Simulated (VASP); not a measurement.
Band structure of Au (relaxed from the diamond structure, space group Fd-3m). Level of theory: PBEsol GGA, VASP's PBE PAW potentials (set 64) (plane waves; VASP).

Unless said otherwise, spin-orbit coupling is left out, though it shifts the bands of the heavy elements here.

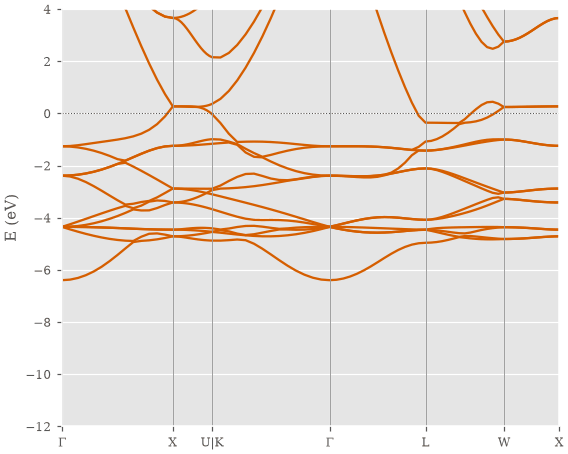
*Bands along high-symmetry lines, zero at the valence-band maximum or, without a gap, the Fermi level*

Read the plot: is there a gap, and where are the band edges?

It has no gap at this level: it comes out as a metal or semimetal. (Edges off the drawn lines would not show.)

The structure was generated: Au was put into the diamond type (Fd-3m), which need not be its known phase. It was relaxed first, which changed the volume by +13 %.
